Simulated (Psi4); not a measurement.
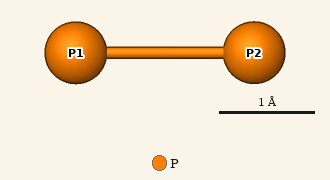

Fig. 1: The input geometry (ball-and-stick view, seen on its broad side; atoms are numbered from 1 in the order of the input). Bond lengths as drawn: P–P 1.88 Å.

## Geometry relaxation of P$_{2}$ (part 1 of 3)

The run: geometry relaxation of P$_{2}$ (diphosphorus), SMILES P#P. Method and program: B3LYP/aug-cc-pVDZ, RKS, dispersion D4 (Psi4 1.11).

The geometry comes from this level: UFF from SMILES. Figures and captions count atoms from 1; the log counts them from 0 in places.

## Log
```
Psi4 1.11 release

gradient() will perform analytic gradient computation.

   => Loading Basis Set <=

    Name: AUG-CC-PVDZ
    Role: ORBITAL
    Keyword: BASIS

   => B3LYP-D4(BJ,EEQ)ATM: Empirical Dispersion <=

        a1 =       0.408680
        a2 =       4.538071
       alp =      16.000000
        s6 =       1.000000
        s8 =       2.029294
        s9 =       1.000000
        ga =       3.000000
        gc =       2.000000
        wf =       6.000000

         ---------------------------------------------------------
                                   SCF
                              RKS Reference
                        1 Threads,   1525 MiB Core
         ---------------------------------------------------------

  ==> Geometry <==

    Molecular point group: c1
    Full point group: D_inf_h

    Geometry (in Angstrom), charge = 0, multiplicity = 1:

       Center              X                  Y                   Z               Mass
    ------------   -----------------  -----------------  -----------------  -----------------
         P            0.939885000000     0.000000000000     0.000000000000    30.973761998420
         P           -0.939885000000     0.000000000000     0.000000000000    30.973761998420

  Running in c1 symmetry.

  Rotational constants: A = ************  B =      0.30805  C =      0.30805 [cm^-1]
  Rotational constants: A = ************  B =   9235.14693  C =   9235.14693 [MHz]
  Nuclear repulsion =   63.340127994781277

  Charge       = 0
  Multiplicity = 1
  Electrons    = 30
  Nalpha       = 15
  Nbeta        = 15

  ==> Algorithm <==

  SCF Algorithm Type is DF.
  DIIS enabled.
  MOM disabled.
  Fractional occupation disabled.
  Guess Type is SAD.
  Energy threshold   = 1.00e-08
  Density threshold  = 1.00e-08
  Integral threshold = 1.00e-12

  ==> Primary Basis <==

  Basis Set: AUG-CC-PVDZ
    Blend: AUG-CC-PVDZ
    Number of shells: 22
    Number of basis functions: 54
    Number of Cartesian functions: 58
    Spherical Harmonics?: true
    Max angular momentum: 2

  ==> DFT Potential <==

   => LibXC <=

    Version 7.1.2

   => Composite Functional: B3LYP-D4BJEEQATM <=

    B3LYP-d4bjeeqatm Hyb-GGA Exchange-Correlation Functional

    Deriv               =              1
    GGA                 =           TRUE
    Meta                =          FALSE

    Exchange Hybrid     =           TRUE
    MP2 Hybrid          =          FALSE

   => Exchange Functionals <=

    0.0800   Slater exchange
    0.7200         Becke 88

   => Exact (HF) Exchange <=

    0.2000               HF

   => Correlation Functionals <=

    0.1900   Vosko, Wilk & Nusair (VWN5_RPA)
    0.8100   Lee, Yang & Parr

   => LibXC Density Thresholds  <==

    XC_HYB_GGA_XC_B3LYP:  1.00E-15

   => Molecular Quadrature <=

    Radial Scheme          =       TREUTLER
    Pruning Scheme         =           NONE
    Nuclear Scheme         =       TREUTLER

    Blocking Scheme        =         OCTREE
    BS radius alpha        =              1
    Pruning alpha          =              1
    Radial Points          =             75
    Spherical Points       =            302
    Total Points           =          44036
    Total Blocks           =            412
    Max Points             =            255
    Max Functions          =             54
    Weights Tolerance      =       1.00E-15

   => Loading Basis Set <=

    Name: (AUG-CC-PVDZ AUX)
    Role: JKFIT
    Keyword: DF_BASIS_SCF

  ==> Integral Setup <==

  DFHelper Memory: AOs need 0.007 GiB; user supplied 1.051 GiB.
  SCF_SUBTYPE=INCORE selected. In-core MEM_DF algorithm will be used.
  Using in-core AOs.

  ==> MemDFJK: Density-Fitted J/K Matrices <==

    J tasked:                   Yes
    K tasked:                   Yes
    wK tasked:                   No
    Memory [MiB]:              1075
    Algorithm:                 Core
    Schwarz Cutoff:           1E-12
    Mask sparsity (%):       0.0000
    Fitting Condition:        1E-10

   => Auxiliary Basis Set <=

  Basis Set: (AUG-CC-PVDZ AUX)
    Blend: AUG-CC-PVDZ-JKFIT
    Number of shells: 80
    Number of basis functions: 256
    Number of Cartesian functions: 300
    Spherical Harmonics?: true
    Max angular momentum: 3

  Cached 100.0% of DFT collocation blocks in 0.067 [GiB].

  Minimum eigenvalue in the overlap matrix is 5.7785171597E-04.
  Reciprocal condition number of the overlap matrix is 1.3503120672E-04.
    Using symmetric orthogonalization.

  ==> Pre-Iterations <==

  SCF Guess: Superposition of Atomic Densities via on-the-fly atomic UHF (no occupation information).

   -------------------------
    Irrep   Nso     Nmo
   -------------------------
     A         54      54
   -------------------------
    Total      54      54
   -------------------------

  ==> Iterations <==

                           Total Energy        Delta E     RMS |[F,P]|

   @DF-RKS iter SAD:  -682.41285938015756   -6.82413e+02   0.00000e+00
   @DF-RKS iter   1:  -682.67268362913660   -2.59824e-01   5.23706e-03 ADIIS/DIIS
   @DF-RKS iter   2:  -682.69110644123043   -1.84228e-02   4.27561e-03 ADIIS/DIIS
   @DF-RKS iter   3:  -682.73380180238712   -4.26954e-02   2.76759e-04 ADIIS/DIIS
   @DF-RKS iter   4:  -682.73398186264296   -1.80060e-04   3.27994e-05 DIIS
   @DF-RKS iter   5:  -682.73398441435393   -2.55171e-06   2.11226e-06 DIIS
   @DF-RKS iter   6:  -682.73398442716723   -1.28133e-08   1.17863e-07 DIIS
   @DF-RKS iter   7:  -682.73398442721589   -4.86580e-11   4.12271e-09 DIIS
  Energy and wave function converged.

  ==> Post-Iterations <==

   Electrons on quadrature grid:
      Ntotal   =   29.9999983865 ; deviation = -1.613e-06

    Orbital Energies [Eh]
    ---------------------

    Doubly Occupied:

       1A    -77.110472     2A    -77.110471     3A     -6.582015
       4A     -6.581628     5A     -4.743121     6A     -4.743121
       7A     -4.742911     8A     -4.742911     9A     -4.740988
      10A     -4.738637    11A     -0.693620    12A     -0.467700
      13A     -0.300459    14A     -0.291230    15A     -0.291230

    Virtual:

      16A     -0.100728    17A     -0.100728    18A      0.011327
      19A      0.020731    20A      0.044055    21A      0.044055
      22A      0.052652    23A      0.083762    24A      0.083762
      25A      0.106018    26A      0.126046    27A      0.126047
      28A      0.154403    29A      0.189471    30A      0.189471
      31A      0.246763    32A      0.250987    33A      0.250987
      34A      0.358122    35A      0.358122    36A      0.387465
      37A      0.506247    38A      0.506247    39A      0.548014
      40A      0.602723    41A      0.608448    42A      0.612747
      43A      0.612747    44A      0.627059    45A      0.627059
      46A      0.656249    47A      0.656250    48A      0.742341
      49A      0.742342    50A      0.800767    51A      0.893843
      52A      0.893843    53A      1.086319    54A      1.366742

    Final Occupation by Irrep:
              A
    DOCC [    15 ]
    NA   [    15 ]
    NB   [    15 ]

  @DF-RKS Final Energy:  -682.73398442721589

   => Energetics <=

    Nuclear Repulsion Energy =             63.3401279947812768
    One-Electron Energy =               -1069.7480066546459057
    Two-Electron Energy =                 361.0922003401307734
    DFT Exchange-Correlation Energy =     -37.4153648432968780
    Empirical Dispersion Energy =          -0.0029412641850782
    VV10 Nonlocal Energy =                  0.0000000000000000
    Total Energy =                       -682.7339844272158871

Computation Completed

Properties will be evaluated at   0.000000,   0.000000,   0.000000 [a0]

Properties computed using the SCF density matrix

 Multipole Moments:

 ------------------------------------------------------------------------------------
     Multipole            Electronic (a.u.)      Nuclear  (a.u.)        Total (a.u.)
 ------------------------------------------------------------------------------------

 L = 1.  Multiply by 2.5417464519 to convert [e a0] to [Debye]
 Dipole X            :         -0.0000001            0.0000000           -0.0000001
 Dipole Y            :          0.0000000            0.0000000            0.0000000
 Dipole Z            :         -0.0000000            0.0000000           -0.0000000
 Magnitude           :                                                    0.0000001

 ------------------------------------------------------------------------------------

	total time  =          2 seconds =       0.03 minutes

         ------------------------------------------------------------
                                   SCF GRAD
         ------------------------------------------------------------

  ==> Geometry <==

    Molecular point group: c1
    Full point group: D_inf_h

    Geometry (in Angstrom), charge = 0, multiplicity = 1:

       Center              X                  Y                   Z               Mass
    ------------   -----------------  -----------------  -----------------  -----------------
         P            0.939885000000     0.000000000000     0.000000000000    30.973761998420
         P           -0.939885000000     0.000000000000     0.000000000000    30.973761998420

  Nuclear repulsion =   63.340127994781277

  ==> Basis Set <==

  Basis Set: AUG-CC-PVDZ
    Blend: AUG-CC-PVDZ
    Number of shells: 22
    Number of basis functions: 54
    Number of Cartesian functions: 58
    Spherical Harmonics?: true
    Max angular momentum: 2

  ==> DFJKGrad: Density-Fitted SCF Gradients <==

    Gradient:                    1
    J tasked:                  Yes
    K tasked:                  Yes
    wK tasked:                  No
    Integrals threads:           1
    Memory [MiB]:             1144
    Schwarz Cutoff:          1E-12
    Fitting Condition:       1E-10

   => Auxiliary Basis Set <=

  Basis Set: (AUG-CC-PVDZ AUX)
    Blend: AUG-CC-PVDZ-JKFIT
    Number of shells: 80
    Number of basis functions: 256
    Number of Cartesian functions: 300
    Spherical Harmonics?: true
    Max angular momentum: 3

   => Molecular Quadrature <=

    Radial Scheme          =       TREUTLER
    Pruning Scheme         =           NONE
    Nuclear Scheme         =       TREUTLER

    Blocking Scheme        =         OCTREE
    BS radius alpha        =              1
    Pruning alpha          =              1
    Radial Points          =             75
    Spherical Points       =            302
    Total Points           =          44036
    Total Blocks           =            412
    Max Points             =            255
    Max Functions          =             54
    Weights Tolerance      =       1.00E-15

  -Total Gradient:
     Atom            X                  Y                   Z
    ------   -----------------  -----------------  -----------------
       1       -0.022909018597    -0.000000000000     0.000000000000
       2        0.022909018596    -0.000000000000     0.000000000000

	total time  =          1 seconds =       0.02 minutes

    			-----------------------------------------

    			 OPTKING 3.0: for geometry optimizations

    			        with contributions from

    			-----------------------------------------

	                            ===> Fragment 1 <==

	 Z (Atomic Numbers)          Masses                          Geom
	      15.000000            30.973762          1.77612524  0.00000000  0.00000000
	      15.000000            30.973762         -1.77612524  0.00000000  0.00000000

	 - Coordinate -           - BOHR/RAD -       - ANG/DEG -
	 R(1,2)           =         3.552250           1.879770

	        --- Internal Coordinate Step in ANG or DEG, aJ/ANG or AJ/DEG ---
	-------------------------------------------------------------------------------
	           Coordinate      Previous         Force          Change          New
	           ----------      --------        ------          ------        ------
	               R(1,2)       1.87977        0.18874        0.02282       1.90259
	-------------------------------------------------------------------------------

	                                 ==> Convergence Check <==

	Measures of convergence in internal coordinates in au.

	Criteria marked as inactive (o), active & met (*), and active & unmet ( ).

	----------------------------------------------------------------------------------------------~
	   Step    Total Energy     Delta E     Max Force     RMS Force      Max Disp      RMS Disp   ~
	----------------------------------------------------------------------------------------------~
	  Convergence Criteria     1.00e-06 *    3.00e-04 *             o    1.20e-03 *             o~
	----------------------------------------------------------------------------------------------~
	     1    -682.73398443   -6.83e+02      2.29e-02      2.29e-02 o    4.31e-02      4.31e-02 o  ~
	----------------------------------------------------------------------------------------------

Next Geometry in Ang
	Fragment 1 (Ang)

	    P   0.9512938508   0.0000000000   0.0000000000
	    P  -0.9512938508   0.0000000000   0.0000000000

    Structure for next step:
    Molecular point group: c1
    Full point group: D_inf_h

    Geometry (in Angstrom), charge = 0, multiplicity = 1:

    P            0.951293850818     0.000000000000     0.000000000000
    P           -0.951293850818     0.000000000000     0.000000000000

gradient() will perform analytic gradient computation.

  ==> Geometry <==

    Molecular point group: c1
    Full point group: D_inf_h

    Geometry (in Angstrom), charge = 0, multiplicity = 1:
```
